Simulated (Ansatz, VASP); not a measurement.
# La (La(10-10)): VASP beside Ansatz

Aim: how closely do two programs agree when they are given the same cell, functional and k mesh?

Program: Ansatz 0.2.0. Level of theory: plane waves, with VASP 6.6.1 beside it; single point at PBEsol. Results are calculated unless marked as measured.

### Step 1. The structure

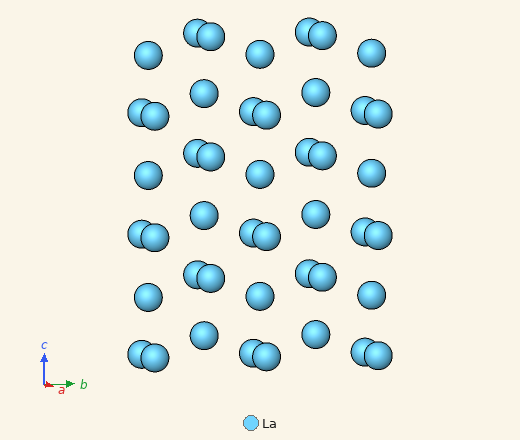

The cell as given, from the side, with the c axis up (lanthanum blue). 1×2×1 cells are drawn. Some periodic images of atoms are drawn too.

The cell holds 12 atoms: 12 La. Its edges and angles: a = 3.661 Å, b = 5.955 Å, c = 31.910 Å, α = 90.0°, β = 90.0°, γ = 90.0°. It derives from La. As first built, before any earlier steps moved the atoms: 12 layers of hcp La, cut at this functional's lattice. Vacuum lies along c.

### Step 2. VASP: single point, PBEsol

A single point gives forces, pressure and levels at one fixed geometry, so differences don't come from the geometry; what else differs is listed under the comparison.

Lines of VASP's logs that name or quote its potential files are left out, and so is its time.

Input file INCAR:

```
SYSTEM = La
PREC = Normal
ENCUT = 320
EDIFF = 1E-06
NELM = 120
ISMEAR = 1
SIGMA = 0.15
LREAL = .FALSE.
ALGO = Fast
GGA = PS
NBANDS = 81
LASPH = .TRUE.
LORBIT = 11
LWAVE = .FALSE.
LCHARG = .TRUE.
KPAR = 4
IDIPOL = 3
LDIPOL = .TRUE.
DIPOL = 0.5 0.5 0.5
LVHAR = .TRUE.
LVACPOTAV = .TRUE.
NEDOS = 1500
```

Input file POSCAR:

```
La
1.0
    3.6611282867      0.0000000000      0.0000000000
    0.0000000000      5.9545621869      0.0000000000
    0.0000000000      0.0000000000     31.9100272149
La
12
Direct
    0.0000000000      0.0000000000      0.2365059306
    0.5000000000      0.0000000000      0.3329627525
    0.5000000000      0.5000000000      0.2692237121
    0.0000000000      0.0000000000      0.4340370641
    0.0000000000      0.5000000000      0.3663233797
    0.5000000000      0.0000000000      0.5333961386
    0.5000000000      0.5000000000      0.4666038614
    0.0000000000      0.0000000000      0.6336766203
    0.0000000000      0.5000000000      0.5659629359
    0.5000000000      0.0000000000      0.7307762879
    0.5000000000      0.5000000000      0.6670372475
    0.0000000000      0.5000000000      0.7634940694
```

Input file KPOINTS:

```
Automatic mesh
0
Gamma
8 5 1
0 0 0
```

PAW data sets: La (PBE family, release 64).

On the command line:

```bash
$ mpirun -np 4 vasp_std
```

Numbers of over 12 decimals in the logs are rounded to 6 here.

The program printed:

```text
[banner, memory and clock lines left out]
running    4 mpi-ranks, on    1 nodes
 distrk:  each k-point on    1 cores,    4 groups
 distr:  one band on    1 cores,    1 groups

 POSCAR found type information on POSCAR La
 POSCAR found :  1 types and      12 ions
|                                                                             |
|               ----> ADVICE to this user running VASP <----                  |
|                                                                             |
|     You enforced a specific xc type in the INCAR file but a different       |
|     [... a line on the potential file left out ...]
|     I HOPE YOU KNOW WHAT YOU ARE DOING!                                     |
|                                                                             |

 LDA part: xc-table for (Slater+PW92), standard interpolation
 POSCAR, INCAR and KPOINTS ok, starting setup
 FFT: planning ... GRIDC
 FFT: planning ... GRID_SOFT
 FFT: planning ... GRID
 WAVECAR not read
 entering main loop
       N       E                     dE             d eps       ncg     rms          rms(c)
DAV:   1     0.191627790377E+04    0.19163E+04   -0.34541E+04  2550   0.140E+03
DAV:   2     0.645474445275E+03   -0.12708E+04   -0.12392E+04  3310   0.433E+02
DAV:   3     0.600626406520E+02   -0.58541E+03   -0.57913E+03  3830   0.317E+02
DAV:   4    -0.454324268494E+02   -0.10550E+03   -0.10231E+03  4352   0.132E+02
DAV:   5    -0.628939391483E+02   -0.17462E+02   -0.16862E+02  4820   0.634E+01    0.113E+01
RMM:   6    -0.726838103975E+02   -0.97899E+01   -0.10098E+02  3884   0.639E+01    0.124E+01
RMM:   7    -0.576384976673E+02    0.15045E+02   -0.33763E+01  3505   0.318E+01    0.659E+00
RMM:   8    -0.577283709497E+02   -0.89873E-01   -0.26416E+01  4316   0.153E+01    0.414E+00
RMM:   9    -0.590123800589E+02   -0.12840E+01   -0.21179E+01  4377   0.945E+00    0.203E+00
RMM:  10    -0.597442494892E+02   -0.73187E+00   -0.11172E+01  4323   0.818E+00    0.158E+00
RMM:  11    -0.603746015102E+02   -0.63035E+00   -0.60655E+00  4329   0.521E+00    0.133E+00
RMM:  12    -0.605013790058E+02   -0.12678E+00   -0.35158E+00  4382   0.377E+00    0.108E+00
RMM:  13    -0.606840526054E+02   -0.18267E+00   -0.21931E+00  4511   0.256E+00    0.108E+00
RMM:  14    -0.606994831595E+02   -0.15431E-01   -0.13832E+00  4335   0.275E+00    0.670E-01
[...]
RMM:  37    -0.612711881185E+02   -0.41094E-02   -0.34287E-02  4545   0.205E-01    0.443E-01
RMM:  38    -0.612730186391E+02   -0.18305E-02   -0.25916E-02  4034   0.188E-01    0.404E-01
RMM:  39    -0.612746407642E+02   -0.16221E-02   -0.26065E-02  4627   0.197E-01    0.354E-01
RMM:  40    -0.612756301629E+02   -0.98940E-03   -0.19996E-02  4678   0.186E-01    0.306E-01
RMM:  41    -0.612774683746E+02   -0.18382E-02   -0.19291E-02  3535   0.146E-01    0.315E-01
RMM:  42    -0.612785911390E+02   -0.11228E-02   -0.15599E-02  4233   0.153E-01    0.291E-01
RMM:  43    -0.612787950316E+02   -0.20389E-03   -0.16722E-02  4847   0.196E-01    0.208E-01
RMM:  44    -0.612797565112E+02   -0.96148E-03   -0.11808E-02  4533   0.138E-01    0.210E-01
WARNING in EDDRMM: call to ZHEGV failed, returncode =   8  4     49
RMM:  45    -0.612808759662E+02   -0.11195E-02   -0.11498E-02  3527   0.117E-01    0.247E-01
RMM:  46    -0.612817950522E+02   -0.91909E-03   -0.87680E-03  3818   0.119E-01    0.298E-01
RMM:  47    -0.612826617632E+02   -0.86671E-03   -0.87862E-03  2961   0.102E-01    0.312E-01
RMM:  48    -0.612833270187E+02   -0.66526E-03   -0.68244E-03  2815   0.971E-02    0.321E-01
RMM:  49    -0.612839087341E+02   -0.58172E-03   -0.69323E-03  2955   0.922E-02    0.305E-01
RMM:  50    -0.612844262304E+02   -0.51750E-03   -0.53227E-03  2760   0.830E-02    0.311E-01
RMM:  51    -0.612847963549E+02   -0.37012E-03   -0.54132E-03  3029   0.825E-02    0.306E-01
RMM:  52    -0.612852042348E+02   -0.40788E-03   -0.41825E-03  2851   0.774E-02    0.310E-01
RMM:  53    -0.612856053907E+02   -0.40116E-03   -0.48335E-03  4783   0.106E-01    0.262E-01
RMM:  54    -0.612860315261E+02   -0.42614E-03   -0.38343E-03  4431   0.952E-02    0.209E-01
RMM:  55    -0.612864173263E+02   -0.38580E-03   -0.35706E-03  3782   0.810E-02    0.181E-01
RMM:  56    -0.612867607194E+02   -0.34339E-03   -0.30525E-03  4478   0.851E-02    0.144E-01
RMM:  57    -0.612870172913E+02   -0.25657E-03   -0.26376E-03  3074   0.638E-02    0.144E-01
RMM:  58    -0.612872321493E+02   -0.21486E-03   -0.22710E-03  2861   0.619E-02    0.151E-01
RMM:  59    -0.612874236066E+02   -0.19146E-03   -0.20019E-03  2832   0.569E-02    0.148E-01
RMM:  60    -0.612875919796E+02   -0.16837E-03   -0.17761E-03  3886   0.599E-02    0.140E-01
RMM:  61    -0.612877856533E+02   -0.19367E-03   -0.17227E-03  4540   0.679E-02    0.135E-01
RMM:  62    -0.612879548855E+02   -0.16923E-03   -0.14643E-03  3530   0.565E-02    0.113E-01
RMM:  63    -0.612880834258E+02   -0.12854E-03   -0.13064E-03  2872   0.507E-02    0.108E-01
RMM:  64    -0.612881893877E+02   -0.10596E-03   -0.11176E-03  2702   0.448E-02    0.112E-01
RMM:  65    -0.612882906456E+02   -0.10126E-03   -0.10301E-03  2688   0.424E-02    0.115E-01
WARNING in EDDRMM: call to ZHEGV failed, returncode =   6  3     57
RMM:  66    -0.612883426663E+02   -0.52021E-04   -0.86629E-04  3134   0.471E-02    0.143E-01
RMM:  67    -0.612884301900E+02   -0.87524E-04   -0.85507E-04  3580   0.432E-02    0.121E-01
WARNING in EDDRMM: call to ZHEGV failed, returncode =   8  4     12
RMM:  68    -0.612885437451E+02   -0.11356E-03   -0.83762E-04  4061   0.528E-02    0.922E-02
RMM:  69    -0.612886139340E+02   -0.70189E-04   -0.65516E-04  3224   0.366E-02    0.843E-02
RMM:  70    -0.612886728617E+02   -0.58928E-04   -0.60471E-04  2780   0.367E-02    0.808E-02
RMM:  71    -0.612887245321E+02   -0.51670E-04   -0.51503E-04  2663   0.319E-02    0.815E-02
RMM:  72    -0.612887731151E+02   -0.48583E-04   -0.48756E-04  3041   0.364E-02    0.699E-02
WARNING in EDDRMM: call to ZHEGV failed, returncode =   8  4      7
RMM:  73    -0.612888290390E+02   -0.55924E-04   -0.49451E-04  4403   0.469E-02    0.427E-02
RMM:  74    -0.612888818005E+02   -0.52761E-04   -0.42496E-04  3234   0.390E-02    0.206E-02
RMM:  75    -0.612889194458E+02   -0.37645E-04   -0.38514E-04  3384   0.390E-02    0.557E-03
RMM:  76    -0.612889480773E+02   -0.28632E-04   -0.34523E-04  3523   0.350E-02    0.263E-03
RMM:  77    -0.612889768155E+02   -0.28738E-04   -0.29433E-04  2886   0.294E-02    0.530E-03
RMM:  78    -0.612890002243E+02   -0.23409E-04   -0.25830E-04  2654   0.285E-02    0.300E-03
RMM:  79    -0.612890210723E+02   -0.20848E-04   -0.22922E-04  2642   0.246E-02    0.337E-03
RMM:  80    -0.612890399373E+02   -0.18865E-04   -0.20393E-04  2615   0.236E-02    0.335E-03
RMM:  81    -0.612890579202E+02   -0.17983E-04   -0.18828E-04  2610   0.227E-02    0.321E-03
RMM:  82    -0.612890725849E+02   -0.14665E-04   -0.16162E-04  2604   0.229E-02    0.306E-03
RMM:  83    -0.612890856247E+02   -0.13040E-04   -0.14794E-04  2586   0.208E-02    0.272E-03
RMM:  84    -0.612890977835E+02   -0.12159E-04   -0.13275E-04  2581   0.209E-02    0.224E-03
RMM:  85    -0.612891088052E+02   -0.11022E-04   -0.12152E-04  2527   0.205E-02    0.234E-03
WARNING in EDDRMM: call to ZHEGV failed, returncode =   8  4     50
RMM:  86    -0.612891183350E+02   -0.95298E-05   -0.10677E-04  2550   0.207E-02    0.314E-03
RMM:  87    -0.612891269571E+02   -0.86222E-05   -0.98401E-05  2504   0.204E-02    0.392E-03
RMM:  88    -0.612891347664E+02   -0.78093E-05   -0.87259E-05  2477   0.213E-02    0.424E-03
RMM:  89    -0.612891421562E+02   -0.73898E-05   -0.83865E-05  2474   0.213E-02    0.511E-03
RMM:  90    -0.612891482956E+02   -0.61394E-05   -0.70229E-05  2447   0.216E-02    0.564E-03
WARNING in EDDRMM: call to ZHEGV failed, returncode =   6  3     57
RMM:  91    -0.612891530907E+02   -0.47951E-05   -0.66900E-05  2392   0.223E-02    0.967E-03
RMM:  92    -0.612891584189E+02   -0.53282E-05   -0.58748E-05  2401   0.235E-02    0.947E-03
RMM:  93    -0.612891637072E+02   -0.52882E-05   -0.56580E-05  2383   0.222E-02    0.893E-03
RMM:  94    -0.612891681332E+02   -0.44260E-05   -0.48319E-05  2360   0.212E-02    0.851E-03
RMM:  95    -0.612891722632E+02   -0.41301E-05   -0.46294E-05  2318   0.187E-02    0.847E-03
RMM:  96    -0.612891756829E+02   -0.34196E-05   -0.40194E-05  2303   0.176E-02    0.868E-03
RMM:  97    -0.612891790688E+02   -0.33859E-05   -0.38683E-05  2288   0.160E-02    0.897E-03
RMM:  98    -0.612891818804E+02   -0.28117E-05   -0.33347E-05  2226   0.143E-02    0.895E-03
RMM:  99    -0.612891846181E+02   -0.27377E-05   -0.32267E-05  2222   0.132E-02    0.921E-03
RMM: 100    -0.612891870292E+02   -0.24110E-05   -0.28961E-05  2190   0.127E-02    0.944E-03
RMM: 101    -0.612891894479E+02   -0.24188E-05   -0.26485E-05  2216   0.124E-02    0.742E-03
WARNING in EDDRMM: call to ZHEGV failed, returncode =   8  4     50
RMM: 102    -0.612891915528E+02   -0.21049E-05   -0.25639E-05  2161   0.123E-02    0.761E-03
RMM: 103    -0.612891933428E+02   -0.17900E-05   -0.22173E-05  2111   0.115E-02    0.779E-03
RMM: 104    -0.612891950155E+02   -0.16727E-05   -0.20975E-05  2105   0.120E-02    0.812E-03
RMM: 105    -0.612891965708E+02   -0.15553E-05   -0.19373E-05  2070   0.118E-02    0.829E-03
WARNING in EDDRMM: call to ZHEGV failed, returncode =   6  3     64
RMM: 106    -0.612891979789E+02   -0.14081E-05   -0.18716E-05  2044   0.120E-02    0.871E-03
RMM: 107    -0.612891992099E+02   -0.12310E-05   -0.16248E-05  1760   0.115E-02    0.897E-03
RMM: 108    -0.612892003332E+02   -0.11232E-05   -0.15204E-05  1774   0.121E-02    0.927E-03
RMM: 109    -0.612892014248E+02   -0.10916E-05   -0.13708E-05  1676   0.121E-02    0.927E-03
RMM: 110    -0.612892023735E+02   -0.94872E-06   -0.12868E-05  1709   0.131E-02    0.951E-03
RMM: 111    -0.612892035309E+02   -0.11574E-05   -0.12187E-05  2048   0.147E-02    0.919E-03
RMM: 112    -0.612892044500E+02   -0.91909E-06   -0.11834E-05  2042   0.169E-02    0.933E-03
RMM: 113    -0.612892052413E+02   -0.79125E-06   -0.11316E-05  1930   0.151E-02    0.939E-03
RMM: 114    -0.612892059271E+02   -0.68583E-06   -0.99680E-06  1990   0.154E-02
|                                                                             |
|           W    W    AA    RRRRR   N    N  II  N    N   GGGG   !!!           |
|           W    W   A  A   R    R  NN   N  II  NN   N  G    G  !!!           |
|           W    W  A    A  R    R  N N  N  II  N N  N  G       !!!           |
|           W WW W  AAAAAA  RRRRR   N  N N  II  N  N N  G  GGG   !            |
|           WW  WW  A    A  R   R   N   NN  II  N   NN  G    G                |
|           W    W  A    A  R    R  N    N  II  N    N   GGGG   !!!           |
|                                                                             |
|     Did not find any points to average over, which means that no vacuum     |
|     field-free region was found. Please increase the size of  your cell     |
|     in the dimension of the dipole correction to obtain accurate            |
|     workfunction values.                                                    |
|                                                                             |

   1 F= -.61289206E+02 E0= -.61282129E+02  d E =-.212306E-01
```

OUTCAR, selected parts (step 2):

```text
ion  position               nearest neighbor table
   1  0.000  0.000  0.237-   2 3.58   2 3.58   3 3.65   3 3.65   3 3.65   3 3.65
   2  0.500  0.000  0.333-   1 3.58   1 3.58   3 3.61   3 3.61   5 3.65   5 3.65   5 3.65   5 3.65

  LATTYP: Found a simple orthorhombic cell.
 ALAT       =     3.6611282867
 B/A-ratio  =     1.6264281720
 C/A-ratio  =     8.7158997763

 Subroutine GETGRP returns: Found  8 space group operations
 (whereof  4 operations were pure point group operations)

The static configuration has the point symmetry C_2v.
 The point group associated with its full space group is D_2h.

 Found     15 irreducible k-points:

   k-points           NKPTS =     15   k-points in BZ     NKDIM =     15   number of bands    NBANDS=     81

   dimension x,y,z NGX =    16 NGY =   28 NGZ =  140
   dimension x,y,z NGXF=    32 NGYF=   56 NGZF=  280

   ENCUT  =  320.0 eV  23.52 Ry    4.85 a.u.   5.34  8.69 46.54*2*pi/ulx,y,z

   NELECT =     132.0000    total number of electrons

 k-points in reciprocal lattice and weights: Automatic mesh
   0.00000000  0.00000000  0.00000000       0.025
   0.12500000  0.00000000  0.00000000       0.050
   0.25000000  0.00000000  0.00000000       0.050
   0.37500000  0.00000000  0.00000000       0.050
   0.50000000  0.00000000  0.00000000       0.025
   0.00000000  0.20000000  0.00000000       0.050
   0.12500000  0.20000000  0.00000000       0.100
   0.25000000  0.20000000  0.00000000       0.100
   0.37500000  0.20000000  0.00000000       0.100
[...]
0.37500000  0.40000000  0.00000000       0.100
   0.50000000  0.40000000  0.00000000       0.050

 dipolmoment           0.000000      0.000000      0.000000 electrons x Angstroem

 average (electrostatic) potential at core
       1-100.6380       2 -99.9884       3-100.2052       4-100.1077       5-100.0540
       6-100.0790       7-100.0790       8-100.0540       9-100.1077      10-100.2052
      11 -99.9884      12-100.6380

 E-fermi :   3.8521

 k-point     1 :       0.0000    0.0000    0.0000
  band No.  band energies     occupation
    ...
     59       2.6645      2.00000
     60       2.6876      2.00000
     61       2.7379      2.00000
     62       3.0522      2.00000
     63       3.5894      2.03272
     64       4.0418     -0.07045
     65       4.1549     -0.01507
     66       4.2760     -0.00048
     67       4.3005     -0.00020
     68       4.3249     -0.00008
    ...

 k-point     2 :       0.1250    0.0000    0.0000
  band No.  band energies     occupation
    ...
     60       2.9967      2.00000
     61       3.0156      2.00000
     62       3.0719      2.00000
     63       3.4804      2.00255
     64       3.7929      1.61375
     65       3.9242      0.28159
     66       4.0849     -0.05057
     67       4.1294     -0.02530
     68       4.1640     -0.01229
     69       4.2738     -0.00052
    ...

 k-point     3 :       0.2500    0.0000    0.0000
  band No.  band energies     occupation
    ...
     62       3.5873      2.03157
     63       3.5911      2.03369
     64       3.7755      1.75182
     65       3.8036      1.51746
     66       3.8480      1.04690
     67       3.9252      0.27374
     68       4.0050     -0.05403
     69       4.0676     -0.06071
     70       4.2472     -0.00125
     71       4.3439     -0.00004
    ...

  Total       -1.3855079     -2.5464310     -0.8877560      0.0000000      0.0000000      0.0000000
  in kB       -3.1910062     -5.8647639     -2.0446183      0.0000000      0.0000000      0.0000000
  external PRESSURE =      -3.7001294 kB  Pullay stress =       0.0000000 kB

  energy-cutoff  :      320.00
  volume of cell :      695.65
      direct lattice vectors                 reciprocal lattice vectors
     3.661128287  0.000000000  0.000000000     0.273139842  0.000000000  0.000000000
     0.000000000  5.954562187  0.000000000     0.000000000  0.167938459  0.000000000
     0.000000000  0.000000000 31.910027215     0.000000000  0.000000000  0.031338112

 POSITION                                       TOTAL-FORCE (eV/Angst)
 -----------------------------------------------------------------------------------
      0.00000      0.00000      7.54691         0.000000      0.000000      0.013184
      1.83056      0.00000     10.62485         0.000000      0.000000      0.014442
      1.83056      2.97728      8.59094         0.000000      0.000000      0.021306
      0.00000      0.00000     13.85013         0.000000      0.000000     -0.003638
      0.00000      2.97728     11.68939         0.000000      0.000000     -0.000436
      1.83056      0.00000     17.02069         0.000000      0.000000      0.029130
      1.83056      2.97728     14.88934         0.000000      0.000000     -0.029130
      0.00000      0.00000     20.22064         0.000000      0.000000      0.000436
      0.00000      2.97728     18.05989         0.000000      0.000000      0.003638
      1.83056      0.00000     23.31909         0.000000      0.000000     -0.021306
      1.83056      2.97728     21.28518         0.000000      0.000000     -0.014442
      0.00000      2.97728     24.36312         0.000000      0.000000     -0.013184
 -----------------------------------------------------------------------------------
    total drift:                                0.000000     -0.000000      0.000000

  FREE ENERGIE OF THE ION-ELECTRON SYSTEM (eV)
  ---------------------------------------------------
  free  energy   TOTEN  =       -61.2892059271 eV

  energy  without entropy=      -61.2679753731  energy(sigma->0) =      -61.28212908

 vacuum level on the upper side and lower side of the slab         6.939         6.939

 total charge
# of ion       s       p       d       f       tot
--------------------------------------------------
    1        2.100   5.528   0.898   0.084   8.609
    2        2.102   5.523   0.951   0.095   8.670
    3        2.098   5.528   0.926   0.088   8.640
    4        2.101   5.529   0.926   0.094   8.649
    5        2.105   5.527   0.923   0.099   8.654
    6        2.101   5.524   0.944   0.090   8.660
    7        2.101   5.524   0.944   0.090   8.660
    8        2.105   5.527   0.923   0.099   8.654
    9        2.101   5.529   0.926   0.094   8.649
   10        2.098   5.528   0.926   0.088   8.640
   11        2.102   5.523   0.951   0.095   8.670
   12        2.100   5.528   0.898   0.084   8.609
--------------------------------------------------
tot         25.215  66.315  11.135   1.101 103.766

[... 3 further parts left out ...]
```

(Part 1 of 2 ends here.)

[Lines on the potential files, build, host, timing and source positions are cut from VASP's logs without a mark.]

[Logs are printed without paths, hosts, clocks, repeated set-up lines and the standing remarks that a program may print on its own settings, such as how far it seeks lower states.]

[Hosts, paths, dates, database ids (printed as entryN), source tags and the programs' standing remarks are cut or masked in the printed files.]
